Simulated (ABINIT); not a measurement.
# Quasiparticle gap of TiO2 (Rutile) in ABINIT, part 3 of 3

Wanted: ground state, empty states, screening and self-energy for TiO2 (Rutile).

ABINIT 10.8.3; PBE and many-body steps on it, plane waves. Known limits of the many-body steps: not at the basis limit; coarse k mesh.

So far. Step 4 (Empty states on the mesh, 2×2×4 mesh, 494 bands): On this mesh the gap is 1.917 eV. Step 5 (Screening, 2×2×4 mesh, 486 bands, screening to 274.8 eV): Local fields lower ε∞ by 5 %. On a Γ-centred mesh this coarse the value itself is usually too large, while a short band sum pulls it down.

## Step 6: Self-energy, 2×2×4 mesh, 486 bands, screening to 274.8 eV

The self-energy is evaluated for the states that the input lists, and the levels follow from it, in one-shot runs by the linearised quasiparticle equation.

This step: G0W0 on PBE, plane waves, norm-conserving pseudopotentials.

run.abi reads:

```
acell 3*1.0 Angstrom
rprim 
  4.592200000000 0.000000000000 0.000000000000
  0.000000000000 4.592200000000 0.000000000000
  0.000000000000 0.000000000000 2.957400000000
ntypat 2
znucl 22 8
natom 6
typat 1 1 2 2 2 2
xred 
  0.000000000000 0.000000000000 0.000000000000
  0.500000000000 0.500000000000 0.500000000000
  0.304960000000 0.304960000000 0.000000000000
  0.195040000000 0.804960000000 0.500000000000
  0.695040000000 0.695040000000 0.000000000000
  0.804960000000 0.195040000000 0.500000000000
pp_dirpath "pseudos"
pseudos "Ti.upf, O.upf"
ecut 38
ngkpt 2 2 4
nshiftk 1
shiftk 0 0 0
kptopt 1
chksymbreak 0
istwfk *1
occopt 1
irdwfk 1
optdriver 4
nband 486
gwcalctyp 0
ecutsigx 38
symsigma 1
nkptgw 6
kptgw 
  0.0000000000 0.0000000000 0.0000000000
  0.5000000000 0.0000000000 0.0000000000
  0.5000000000 0.5000000000 0.0000000000
  0.0000000000 0.0000000000 0.5000000000
  0.5000000000 0.0000000000 0.5000000000
  0.5000000000 0.5000000000 0.5000000000
bdgw 
  22 26
  23 26
  23 26
  23 26
  23 26
  23 26
ecuteps 10.1
irdscr 1
ppmodel 1
indata_prefix "in"
outdata_prefix "out"
tmpdata_prefix "tmp"
```

The run is started by

```bash
$ OMP_NUM_THREADS=1 mpirun -n 8 abinit run.abi > log
```

Numbers of over 12 decimals in the logs are rounded to 6 here.

Log:

```text
.Version 10.8.3 of ABINIT. v10.8.2 released Aug 2026.

 Symmetries : space group P4_2/m n m (#136); Bravais tP (primitive tetrag.)
[... echo of the input left out ...]
== DATASET  1 ==================================================================
-   mpi_nproc: 8, omp_nthreads: 1 (-1 if OMP is not activated)

--- !DatasetInfo
iteration_state: {dtset: 1, }
dimensions: {natom: 6, nkpt: 9, mband: 486, nsppol: 1, nspinor: 1, nspden: 1, mpw: 4748, }
cutoff_energies: {ecut:  38.0, pawecutdg:  -1.0, }
electrons: {nelect:   4.80000000E+01, charge:   0.00000000E+00, occopt:   1.00000000E+00, tsmear:   1.00000000E-02, }

 SIGMA: Calculation of the GW corrections

 Based on a program developped by R.W. Godby, V. Olevano, G. Onida, and L. Reining.
 Incorporated in ABINIT by V. Olevano, G.-M. Rignanese, and M. Torrent.
.Using double precision arithmetic ; gwpc =  8

[... cell and pseudopotentials left out ...]
--------------------------------------------------------------------------------

 ==== K-mesh for the wavefunctions ====
 Number of points in the irreducible wedge :     9
[... list of points left out ...]
 Together with 16 symmetry operations and time-reversal symmetry
 yields    16 points in the full Brillouin Zone.

 ==== Q-mesh for screening function ====
 Number of points in the irreducible wedge :     9
[... list of points left out ...]
 Together with 16 symmetry operations and time-reversal symmetry
 yields    16 points in the full Brillouin Zone.

 vcoul_init : cutoff-mode = AUXILIARY_FUNCTION
 q-points for optical limit:   1
     1)      0.000010    0.000020    0.000030
 setmesh: FFT mesh size selected  =    50x   50x   32
          total number of points  =        80000

 Number of electrons calculated from density =   48.0000; Expected =   48.0000
 average of density, n =  0.114049
 r_s =    1.2792
 omega_plasma =   32.5763 [eV]

 === KS Band Gaps ===
  >>>> For spin  1
   Minimum direct gap =   1.9166 [eV], located at k-point      :   0.0000  0.0000  0.0000
   Fundamental gap    =   1.9166 [eV], Top of valence bands at :   0.0000  0.0000  0.0000
                                       Bottom of conduction at :   0.0000  0.0000  0.0000
 SIGMA fundamental parameters:
 PLASMON POLE MODEL  1
 number of plane-waves for SigmaX                 4679
 number of plane-waves for SigmaC and W            623
 number of plane-waves for wavefunctions          4679
 number of bands                                   486
 number of independent spin polarizations            1
 number of spinorial components                      1
 number of k-points in IBZ                           9
 number of q-points in IBZ                           9
 number of symmetry operations                      16
 number of k-points in BZ                           16
 number of q-points in BZ                           16
 number of frequencies for dSigma/dE                 9
 frequency step for dSigma/dE [eV]                0.25
 number of omega for Sigma on real axis              0
 max omega for Sigma on real axis  [eV]           0.00
 zcut for avoiding poles [eV]                     0.10

 EPSILON^-1 parameters (SCR file):
 dimension of the eps^-1 matrix on file            623
 dimension of the eps^-1 matrix used               623
 number of plane-waves for wavefunctions          4679
 number of bands                                   486
 number of q-points in IBZ                           9
 number of frequencies                               2
 number of real frequencies                          1
 number of imag frequencies                          1

 matrix elements of self-energy operator (all in [eV])

 Perturbative Calculation

--- !SelfEnergy_ee
iteration_state: {dtset: 1, }
kpoint     : [   0.000,    0.000,    0.000, ]
spin       : 1
KS_gap     :    1.917
QP_gap     :    3.265
Delta_QP_KS:    1.349
data: !SigmaeeData |
     Band     E0 <VxcDFT>   SigX SigC(E0)      Z dSigC/dE  Sig(E)    E-E0       E
       22   5.208 -20.680 -25.200   4.320   0.764  -0.309 -20.833  -0.153   5.055
       23   5.208 -20.680 -25.200   4.320   0.764  -0.309 -20.833  -0.153   5.055
       24   5.660 -20.454 -24.998   4.401   0.758  -0.320 -20.563  -0.108   5.551
       25   7.576 -20.141 -11.955  -6.583   0.774  -0.292 -18.901   1.240   8.817
       26   7.879 -19.770 -11.944  -6.326   0.775  -0.290 -18.607   1.163   9.042

--- !SelfEnergy_ee
iteration_state: {dtset: 1, }
kpoint     : [   0.500,    0.000,    0.000, ]
spin       : 1
KS_gap     :    3.328
QP_gap     :    4.753
Delta_QP_KS:    1.425
data: !SigmaeeData |
     Band     E0 <VxcDFT>   SigX SigC(E0)      Z dSigC/dE  Sig(E)    E-E0       E
       23   4.918 -19.686 -24.521   4.547   0.758  -0.319 -19.904  -0.218   4.699
       24   4.918 -19.686 -24.521   4.547   0.758  -0.319 -19.904  -0.218   4.699
       25   8.246 -20.387 -12.377  -6.440   0.768  -0.302 -19.181   1.206   9.452
       26   8.246 -20.387 -12.377  -6.440   0.768  -0.302 -19.181   1.206   9.452

--- !SelfEnergy_ee
iteration_state: {dtset: 1, }
kpoint     : [   0.500,    0.500,    0.000, ]
spin       : 1
KS_gap     :    3.020
QP_gap     :    4.491
Delta_QP_KS:    1.472
data: !SigmaeeData |
     Band     E0 <VxcDFT>   SigX SigC(E0)      Z dSigC/dE  Sig(E)    E-E0       E
       23   4.598 -20.391 -25.062   4.348   0.767  -0.304 -20.639  -0.248   4.350
[...]
--- !SelfEnergy_ee
iteration_state: {dtset: 1, }
kpoint     : [   0.000,    0.000,    0.500, ]
spin       : 1
KS_gap     :    4.431
QP_gap     :    5.962
Delta_QP_KS:    1.531
data: !SigmaeeData |
     Band     E0 <VxcDFT>   SigX SigC(E0)      Z dSigC/dE  Sig(E)    E-E0       E
[...]
--- !SelfEnergy_ee
iteration_state: {dtset: 1, }
kpoint     : [   0.500,    0.000,    0.500, ]
spin       : 1
KS_gap     :    2.985
QP_gap     :    4.366
Delta_QP_KS:    1.381
data: !SigmaeeData |
     Band     E0 <VxcDFT>   SigX SigC(E0)      Z dSigC/dE  Sig(E)    E-E0       E
[...]
26   7.613 -19.684 -11.740  -6.490   0.773  -0.294 -18.561   1.124   8.736

--- !SelfEnergy_ee
iteration_state: {dtset: 1, }
kpoint     : [   0.500,    0.500,    0.500, ]
spin       : 1
KS_gap     :    3.309
QP_gap     :    4.688
Delta_QP_KS:    1.379
data: !SigmaeeData |
     Band     E0 <VxcDFT>   SigX SigC(E0)      Z dSigC/dE  Sig(E)    E-E0       E
       23   4.983 -20.397 -25.125   4.433   0.762  -0.312 -20.622  -0.225   4.759
       24   4.983 -20.397 -25.125   4.433   0.762  -0.312 -20.622  -0.225   4.759
       25   8.293 -20.396 -12.466  -6.419   0.764  -0.310 -19.242   1.154   9.447
       26   8.293 -20.396 -12.466  -6.419   0.764  -0.310 -19.242   1.154   9.447

== END DATASET(S) ==============================================================
================================================================================

 -outvars: echo values of variables after computation  --------
           etotal      0.0000000000E+00
            nband         486
             nkpt           9
          spgroup         136
 [... the other variables as echoed above ...]

 Calculation completed.
```

Run time: 4 min. Hardware: 8 MPI ranks of Arm Neoverse V2, shared host; peak memory 5.3 GiB; 32 min of CPU time.

This step gave:

```yaml
g0w0_gap_on_the_mesh: 3.185 eV
starting_gap_on_the_mesh: 1.917 eV
k_of_the_valence_top: 0, 0, 0
k_of_the_conduction_bottom: 0.5, 0, 0.5
z_at_the_valence_top: 0.758
z_at_the_conduction_bottom: 0.773
least_direct_g0w0_gap_on_the_computed_points: 3.266 eV
```

The gap on the mesh goes from 1.92 eV to 3.19 eV, a correction of +1.27 eV.

Limits: finite bands, cutoff and mesh; coarse k mesh. v1 is the top filled band, c1 the lowest empty one. The levels before and after the correction (eV, zero at the valence-band top of each column):

```csv
,conduction bottom,valence top
Kohn-Sham,1.92,0.00
G0W0,3.19,0.00
```

```csv
,level,energy (eV)
Kohn-Sham,Γ v3-v2,-0.452
Kohn-Sham,Γ v1,0.000
Kohn-Sham,Γ c1,1.917
Kohn-Sham,Γ c2,2.219
Kohn-Sham,(0.5 0 0.5) v2-v1,-1.032
Kohn-Sham,(0.5 0 0.5) c1-c2,1.953
G0W0,Γ v3-v2,-0.496
G0W0,Γ v1,0.000
G0W0,Γ c1,3.266
G0W0,Γ c2,3.491
G0W0,(0.5 0 0.5) v2-v1,-1.180
G0W0,(0.5 0 0.5) c1-c2,3.185
```

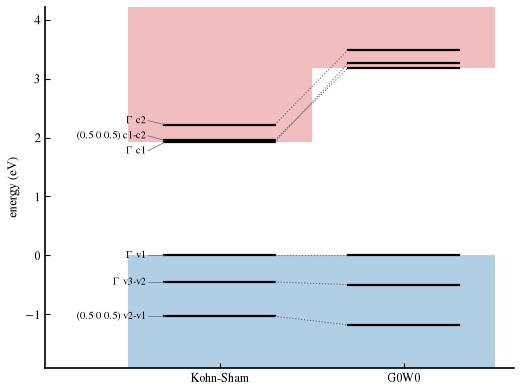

Levels before and after the correction. Shaded: valence and conduction bands.

## Step 7: Where the time went

Times are wall times on 8 MPI ranks of Arm Neoverse V2, shared host, good to a factor of about two.

```csv
step,time,share,memory (GiB)
ground state,33 s,5 %,0.64
bands along the symmetry lines,27 s,4 %,0.69
empty states on the mesh,2.4 min,21 %,10
screening,4 min,35 %,4.8
self-energy,4 min,35 %,5.3
```

## Step 8: Results

- PBE gap: 1.92 eV, direct
- G0W0 gap on the mesh: 3.19 eV
- GW settings: 2×2×4 mesh, 486 bands, screening to 274.8 eV, Godby-Needs plasmon pole
- known limits: not at the basis limit; coarse k mesh

**Reading.** G0W0 moves the gap on the mesh from 1.92 eV to 3.19 eV (+1.27 eV), with Z of 0.76 and 0.77 at the edges. Local fields lower the RPA ε∞ on this mesh from 9.34 to 8.88; a Γ-centred mesh this coarse tends to raise both, most where the direct gap is narrow, while a short band sum lowers them. G0W0 makes the gap indirect: the least direct gap computed is 3.27 eV. Against experiment, by G0W0@PBE: the gap of 3.19 eV lies +0.16 eV from the measured 3.03 eV (kind not stated, quoted 2016); the gap of 3.19 eV lies −0.09 eV from the measured 3.28 eV (optical, 2023); the gap of 3.19 eV lies +0.14 eV from the measured 3.05 eV (kind not stated, quoted 2021); the gap of 3.19 eV lies +0.10 eV from the measured 3.09 ± 0.06 eV (indirect, on SiO2 (quartz particles), 2024). An exciton line or allowed optical edge lies below the quasiparticle gap by the binding energy; a forbidden edge can push the onset above it. The calculation has static nuclei and no excitons; a measured gap holds zero-point and thermal motion, which mostly lowers it. Bands and cutoff are finite, so the gap is not at the basis limit. The miss can reach some tenths of an eV and take either sign; the mesh is an error of its own. The 2×2×4 mesh is coarse for this cell, which bears on the long-range parts of exchange and screening.

[Paths, hosts, dates, memory and timing lines, banners, echoed tables and standing remarks are left out of the program output.]

[Logs are printed without paths, hosts, clocks, repeated set-up lines and the standing remarks that a program may print on its own settings, such as how far it seeks lower states.]

[Runs of the session that timed out or met a known fault of the program may be left out.]

[Hosts, paths, dates, database ids (printed as entryN), source tags and the programs' standing remarks are cut or masked in the printed files.]

[G0W0 gaps are taken among the corrected bands and points alone; a level outside them can change the order at an edge.]

[Where Ansatz stands beside ABINIT at settings called matched, ABINIT's density can come from a denser mesh and the files from another edition; pairs whose starting gaps differed by over 0.03 eV were left out, so agreement reads better than it is.]
